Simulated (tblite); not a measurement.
Geometry relaxation of C6H11BN2Si

- system: C6H11BN2Si
- method: GFN2-xTB geometry optimisation, gas phase (tblite 0.8.0)

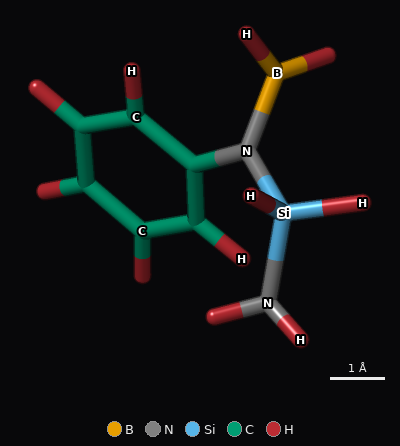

Figure 1. The structure as given in the input (stick view, seen at a tilt).

## Input
```
{"job": {"kind": "relax", "xc": "GFN2-xTB", "basis": "xTB"}, "charge": 0, "multiplicity": 1}
B     -1.321800     2.205500     0.155700
N     -1.064000     0.692100     0.080300
Si    -2.457100    -0.387600     0.159900
N     -2.005000    -2.031000     0.618200
C      0.293600     0.297900    -0.006900
C      1.078200     0.935200    -0.984100
C      2.426300     0.630300    -1.135500
C      2.982900    -0.325100    -0.297800
C      2.229200    -0.962500     0.646800
C      0.881700    -0.648300     0.795500
H     -1.383500     2.788000     1.188400
H     -1.513300     2.727000    -0.882100
H     -3.468000     0.112900     1.139600
H     -3.112600    -0.315200    -1.178600
H     -1.435400    -2.505600    -0.097800
H     -2.848900    -2.608400     0.903600
H      0.666200     1.692500    -1.638400
H      3.025100     1.133000    -1.896200
H      4.022900    -0.577900    -0.400400
H      2.731500    -1.701200     1.270600
H      0.263200    -1.134900     1.558800
```

The first line tells a small driver script what to run in tblite; the rest is the geometry in Å.

Hardware: 1 CPU thread, shared host.

Run as:
```bash
OMP_NUM_THREADS=1 python <driver script> task.json out
```

## What the program printed
```
step      E/eV     max force
  0    -742.44895    1.950
  1    -742.61190    0.955
  2    -742.68733    0.977
  3    -742.73273    0.691
  4    -742.76006    0.293
  5    -742.76868    0.241
  6    -742.77854    0.216
  7    -742.78571    0.244
  8    -742.79193    0.152
  9    -742.79564    0.141
 10    -742.79849    0.119
 11    -742.80113    0.170
 12    -742.80354    0.124
 13    -742.80537    0.094
 14    -742.80693    0.098
 15    -742.80858    0.124
 16    -742.81030    0.130
 17    -742.81218    0.119
 18    -742.81483    0.135
 19    -742.81902    0.198
 20    -742.82478    0.260
 21    -742.83120    0.245
 22    -742.83843    0.240
 23    -742.84803    0.276
 24    -742.86586    0.608
 25    -742.89690    1.024
 26    -742.93790    0.898
 27    -742.93914    1.111
 28    -742.94482    1.203
 29    -743.01616    0.392
 30    -743.03647    0.445
 31    -743.08397    0.992
 32    -743.14415    0.733
 33    -743.27244    0.696
 34    -743.31274    0.562
 35    -743.36837    0.440
 36    -743.39839    0.571
 37    -743.41702    0.599
 38    -743.44917    0.315
 39    -743.47007    0.296
 40    -743.49131    0.372
 41    -743.50718    0.370
 42    -743.52393    0.287
 43    -743.53808    0.280
 44    -743.54853    0.217
 45    -743.55668    0.204
 46    -743.56293    0.184
 47    -743.56708    0.177
 48    -743.57031    0.163
 49    -743.57415    0.144
 50    -743.57901    0.171
 51    -743.58405    0.179
 52    -743.58835    0.173
 53    -743.59196    0.166
 54    -743.59511    0.122
 55    -743.59840    0.112
 56    -743.60095    0.129
 57    -743.60324    0.125
 58    -743.60541    0.093
 59    -743.60748    0.080
 60    -743.60927    0.086
 61    -743.61077    0.088
 62    -743.61207    0.073
 63    -743.61329    0.072
 64    -743.61465    0.087
 65    -743.61647    0.093
 66    -743.61885    0.121
 67    -743.62134    0.117
 68    -743.62319    0.078
 69    -743.62451    0.084
 70    -743.62594    0.084
 71    -743.62783    0.094
 72    -743.62998    0.104
 73    -743.63179    0.097
 74    -743.63304    0.084
 75    -743.63403    0.071
 76    -743.63507    0.071
 77    -743.63614    0.061
 78    -743.63708    0.056
 79    -743.63790    0.061
 80    -743.63889    0.081
 81    -743.64039    0.095
 82    -743.64247    0.116
 83    -743.64465    0.103
 84    -743.64630    0.092
 85    -743.64753    0.088
 86    -743.64879    0.089
 87    -743.65061    0.081
 88    -743.65214    0.086
 89    -743.65329    0.086
 90    -743.65415    0.063
 91    -743.65485    0.065
 92    -743.65545    0.063
 93    -743.65603    0.058
 94    -743.65679    0.064
 95    -743.65798    0.090
 96    -743.65968    0.100
 97    -743.66152    0.104
 98    -743.66314    0.095
 99    -743.66458    0.118
100    -743.66587    0.106
101    -743.66706    0.070
102    -743.66784    0.077
103    -743.66839    0.057
104    -743.66885    0.040
105    -743.66931    0.037
106    -743.66974    0.039
107    -743.67003    0.028
108    -743.67022    0.025
109    -743.67036    0.025
110    -743.67050    0.022
111    -743.67063    0.024
112    -743.67076    0.022
113    -743.67086    0.022
114    -743.67094    0.021
115    -743.67104    0.024
116    -743.67115    0.022
117    -743.67127    0.022
118    -743.67137    0.020
119    -743.67149    0.021
120    -743.67161    0.017
121    -743.67170    0.015
122    -743.67176    0.016
123    -743.67181    0.016
124    -743.67188    0.017
125    -743.67198    0.015
126    -743.67209    0.017
127    -743.67216    0.017
128    -743.67222    0.015
129    -743.67227    0.015
130    -743.67236    0.018
131    -743.67247    0.022
132    -743.67260    0.026
133    -743.67276    0.032
134    -743.67298    0.036
135    -743.67331    0.036
136    -743.67374    0.041
137    -743.67420    0.043
138    -743.67462    0.053
139    -743.67507    0.057
140    -743.67558    0.063
141    -743.67609    0.043
142    -743.67652    0.048
143    -743.67683    0.057
144    -743.67704    0.094
145    -743.67738    0.052
146    -743.67770    0.032
147    -743.67802    0.030
148    -743.67818    0.029
149    -743.67840    0.034
150    -743.67856    0.027
151    -743.67874    0.041
152    -743.67892    0.034
153    -743.67930    0.052
154    -743.67966    0.056
155    -743.68020    0.067
156    -743.68083    0.073
157    -743.68138    0.050
158    -743.68172    0.102
159    -743.68203    0.048
160    -743.68228    0.038
161    -743.68261    0.040
162    -743.68278    0.042
163    -743.68310    0.050
164    -743.68347    0.051
165    -743.68402    0.052
166    -743.68453    0.050
167    -743.68454    0.092
168    -743.68521    0.040
169    -743.68543    0.040
170    -743.68571    0.027
171    -743.68586    0.024
172    -743.68602    0.026
173    -743.68613    0.028
174    -743.68622    0.026
175    -743.68629    0.018
176    -743.68637    0.020
177    -743.68646    0.016
178    -743.68655    0.017
179    -743.68662    0.016
180    -743.68666    0.013
181    -743.68669    0.010
182    -743.68672    0.010
183    -743.68676    0.011
184    -743.68679    0.011
185    -743.68683    0.013
186    -743.68686    0.014
187    -743.68689    0.015
188    -743.68694    0.012
189    -743.68698    0.012
190    -743.68702    0.012
191    -743.68704    0.011
192    -743.68707    0.008
```

## Trajectory as extended XYZ (Å, eV, eV/Å), 5 of the 193 frames kept, from step=0 to step=192
```
21
Properties=species:S:1:pos:R:3:forces:R:3 step=0 energy=-742.44895
B    -1.3218    2.2055    0.1557    0.1530  -1.8230  -0.3550
N    -1.0640    0.6921    0.0803   -0.4990   0.9200   0.7110
Si   -2.4571   -0.3876    0.1599    0.3550   0.1670   0.1400
N    -2.0050   -2.0310    0.6182   -1.1210  -0.0510  -0.2640
C     0.2936    0.2979   -0.0069   -0.5830   1.0290  -0.9150
C     1.0782    0.9352   -0.9841    0.6600   0.0920  -0.1430
C     2.4263    0.6303   -1.1355   -0.5100   0.0690   0.1360
C     2.9829   -0.3251   -0.2978    0.5560   0.3130  -0.6470
C     2.2292   -0.9625    0.6468   -0.4130  -0.3210   0.4880
C     0.8817   -0.6483    0.7955   -0.0620  -0.8200   0.8840
H    -1.3835    2.7880    1.1884    0.1360  -0.3650  -0.3590
H    -1.5133    2.7270   -0.8821   -0.0400   0.1370   0.2400
H    -3.4680    0.1129    1.1396    0.4260  -0.2000  -0.1570
H    -3.1126   -0.3152   -1.1786    0.1410  -0.0530   0.1550
H    -1.4354   -2.5056   -0.0978   -0.5910   0.1240   0.7160
H    -2.8489   -2.6084    0.9036    1.6370   0.8130  -0.6800
H     0.6662    1.6925   -1.6384   -0.2150  -0.1180   0.1570
H     3.0251    1.1330   -1.8962   -0.2090  -0.1810   0.2790
H     4.0229   -0.5779   -0.4004    0.2380  -0.0220  -0.0330
H     2.7315   -1.7012    1.2706   -0.4100   0.1390  -0.0140
H     0.2632   -1.1349    1.5588    0.3520   0.1520  -0.3410
21
Properties=species:S:1:pos:R:3:forces:R:3 step=48 energy=-743.57031
B    -1.4007    2.1552   -0.0185    0.0140   0.0210   0.0820
N    -1.0938    0.7878    0.0635   -0.0250  -0.0070   0.0100
Si   -2.4299   -0.3606    0.1627   -0.0530  -0.0250  -0.0310
N    -1.8533   -1.9546    0.4742    0.0060   0.0090  -0.0280
C     0.2483    0.3721    0.0066    0.0360   0.1010   0.1230
C     1.1115    1.0132   -0.8813   -0.0260  -0.0360  -0.0380
C     2.4315    0.6283   -1.0017   -0.0290  -0.0410  -0.0110
C     2.9074   -0.4428   -0.2628    0.0120   0.0240   0.0480
C     2.0743   -1.0499    0.6641    0.0310   0.0060  -0.0080
C     0.7633   -0.6303    0.8258    0.0550  -0.0130  -0.0240
H    -0.5533    2.9632    0.0513   -0.0310  -0.0200   0.0070
H    -2.5227    2.4728   -0.1207   -0.0150  -0.0170   0.0430
H    -3.2697    0.0102    1.3063    0.0510  -0.0860  -0.0280
H    -3.1517   -0.2447   -1.1163    0.0030   0.0240   0.0080
H    -1.0468   -2.3055   -0.0196   -0.0140   0.0590  -0.0100
H    -2.5476   -2.6809    0.5393    0.0000   0.0350   0.0190
H     0.7186    1.8270   -1.4702    0.0440  -0.0250  -0.1000
H     3.0831    1.1662   -1.6773   -0.0200  -0.0990  -0.0120
H     3.9239   -0.7833   -0.4036   -0.0350   0.0060   0.0940
H     2.4519   -1.8551    1.2815   -0.0130   0.0490  -0.0300
H     0.1467   -1.0716    1.5962    0.0090   0.0350  -0.1130
21
Properties=species:S:1:pos:R:3:forces:R:3 step=96 energy=-743.65968
B    -1.3384    2.1983    0.2444   -0.0180  -0.0440  -0.0070
N    -1.1328    0.8200    0.1357    0.0190   0.0160  -0.0070
Si   -2.4491   -0.3471    0.0804    0.0640   0.0170   0.0090
N    -1.7144   -1.8993    0.1383    0.0500  -0.0240  -0.0120
C     0.1976    0.3583    0.0216   -0.0280   0.0070  -0.0270
C     0.9779    0.7712   -1.0530   -0.0090   0.0320  -0.0070
C     2.3005    0.3832   -1.1520   -0.0110  -0.0050  -0.0380
C     2.8578   -0.4397   -0.1885    0.0060   0.0540   0.0290
C     2.0770   -0.8757    0.8682   -0.0050   0.0560   0.0450
C     0.7567   -0.4801    0.9787   -0.0410   0.0330  -0.0270
H    -0.4118    2.9168    0.2813   -0.0230   0.0180   0.0010
H    -2.4353    2.6016    0.3128   -0.0110  -0.0260   0.0070
H    -3.2740   -0.2537    1.2828   -0.0010   0.0060   0.0150
H    -3.2007   -0.0475   -1.1469   -0.0350  -0.0040  -0.0140
H    -0.9068   -2.1011   -0.4295   -0.0040   0.0360   0.0020
H    -2.2939   -2.7162    0.2148   -0.0630   0.0010  -0.0100
H     0.5375    1.4185   -1.7973   -0.0010   0.0040  -0.0040
H     2.8934    0.7292   -1.9862    0.0320  -0.0140   0.0080
H     3.8999   -0.7147   -0.2457    0.0020  -0.0690  -0.0340
H     2.5040   -1.5065    1.6309    0.0480  -0.0770   0.0420
H     0.1459   -0.7986    1.8087    0.0300  -0.0160   0.0290
21
Properties=species:S:1:pos:R:3:forces:R:3 step=144 energy=-743.67704
B    -1.3965    2.2267    0.1830   -0.0370   0.0090  -0.0080
N    -1.1364    0.8568    0.1319   -0.0110   0.0060  -0.0200
Si   -2.4027   -0.3644    0.1662   -0.0190   0.0150   0.0180
N    -1.5996   -1.8658   -0.0621   -0.0750  -0.0120   0.0550
C     0.1992    0.4108    0.0489    0.0080   0.0140   0.0010
C     0.9904    0.7649   -1.0380    0.0090  -0.0100  -0.0100
C     2.2919    0.3066   -1.1328    0.0090  -0.0090   0.0040
C     2.8168   -0.5133   -0.1477    0.0060  -0.0140   0.0030
C     2.0364   -0.8568    0.9438    0.0110  -0.0080   0.0100
C     0.7384   -0.3935    1.0453    0.0110  -0.0270   0.0180
H    -0.5076    2.9917    0.1734   -0.0030  -0.0050   0.0030
H    -2.5123    2.5754    0.2522    0.0020   0.0130  -0.0020
H    -3.0348   -0.4379    1.4852    0.0190   0.0030   0.0090
H    -3.3652    0.0091   -0.8783   -0.0010   0.0080  -0.0100
H    -0.8400   -1.9391   -0.7164    0.0430  -0.0120  -0.0540
H    -2.1434   -2.7114   -0.0513    0.0100   0.0070  -0.0180
H     0.5699    1.3985   -1.8052    0.0040   0.0020  -0.0080
H     2.8967    0.5845   -1.9838    0.0020   0.0020  -0.0020
H     3.8278   -0.8843   -0.2306    0.0010   0.0190   0.0020
H     2.4373   -1.4914    1.7214    0.0190   0.0200  -0.0140
H     0.1249   -0.6501    1.8944   -0.0090  -0.0230   0.0210
21
Properties=species:S:1:pos:R:3:forces:R:3 step=192 energy=-743.68707
B    -1.4007    2.2050    0.0338    0.0010   0.0040   0.0020
N    -1.1348    0.8351    0.0982    0.0010  -0.0020  -0.0070
Si   -2.3829   -0.3871    0.3087    0.0000  -0.0050   0.0020
N    -1.6690   -1.8455   -0.2548    0.0020   0.0000  -0.0070
C     0.2028    0.3892    0.0478    0.0020  -0.0020   0.0010
C     1.0166    0.7412   -1.0245   -0.0030  -0.0020   0.0030
C     2.3293    0.3096   -1.0802   -0.0020   0.0000   0.0010
C     2.8467   -0.4837   -0.0699   -0.0030   0.0030  -0.0020
C     2.0413   -0.8374    0.9998    0.0040   0.0040   0.0000
C     0.7292   -0.4064    1.0597    0.0030   0.0030   0.0040
H    -0.5142    2.9699   -0.0345   -0.0010  -0.0010  -0.0030
H    -2.5148    2.5619    0.0717   -0.0010   0.0030   0.0030
H    -2.6917   -0.6071    1.7247   -0.0020   0.0050   0.0050
H    -3.5511    0.0957   -0.4326   -0.0020   0.0000  -0.0010
H    -1.0805   -1.8299   -1.0721    0.0050  -0.0040  -0.0010
H    -2.2034   -2.6963   -0.2233   -0.0030   0.0020   0.0010
H     0.6063    1.3578   -1.8112    0.0030  -0.0020   0.0040
H     2.9494    0.5928   -1.9188    0.0010  -0.0070   0.0040
H     3.8707   -0.8237   -0.1149    0.0000   0.0060  -0.0040
H     2.4396   -1.4500    1.7957   -0.0040  -0.0030  -0.0040
H     0.1020   -0.6742    1.8962   -0.0020  -0.0020  -0.0020
```

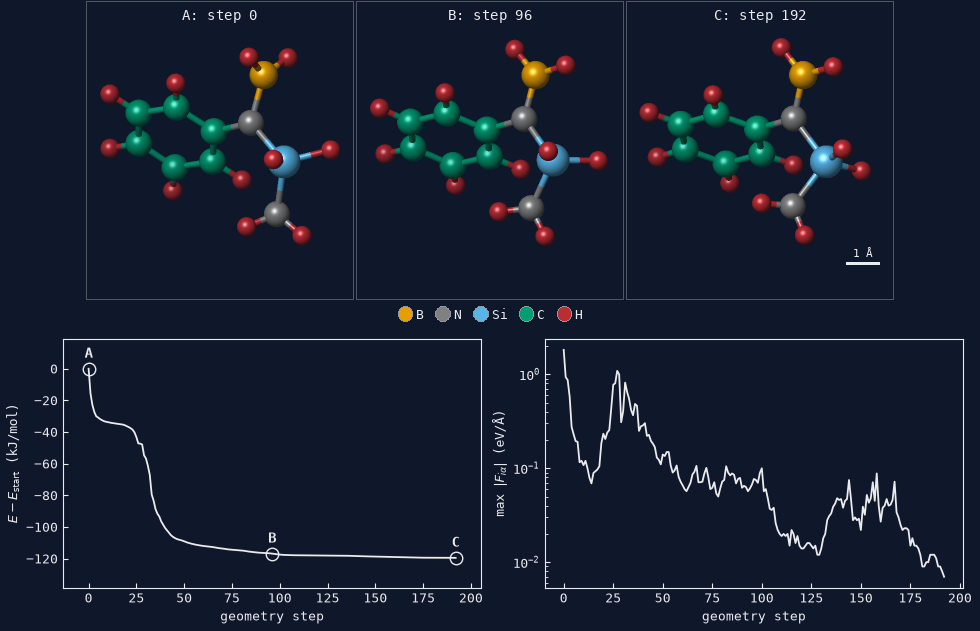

Figure 2. Frames of the relaxation (ball-and-stick view, seen at a tilt) above the curves, on which the letters mark them (steps are counted from 0).

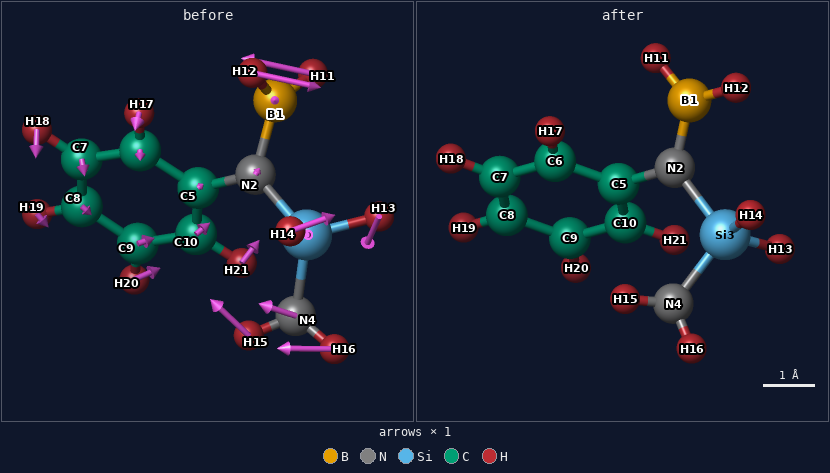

Figure 3. Before (left) and after (right) the relaxation, at one scale (ball-and-stick view, seen at a tilt). The pink arrows give the displacements, at true length. H11 moves most after the best rigid fit: 1.54 Å. Largest moves by element: H 1.54 Å, N 0.89 Å, C 0.39 Å, Si 0.22 Å, B 0.15 Å. Distances before and after: B1–N2 1.537 → 1.397 Å, N4–H16 1.062 → 1.005 Å, Si3–N4 1.765 → 1.719 Å, Si3–H13 1.494 → 1.466 Å. Among the angles that change: Si3–N2–C5 126.1° → 117.2°, N2–Si3–N4 112.3° → 104.8°, Si3–N4–H16 111.9° → 119.1°. Over 192 geometry steps the energy falls by 119.5 kJ/mol. The largest force component goes from 1.8 to 0.007 eV/Å. (Atoms are counted from 1 in the order of the input.)

## Summary

```csv
quantity,value
outcome,converged
total energy,−743.6871 eV
wall time,3 s
peak memory,0.18 GiB
```
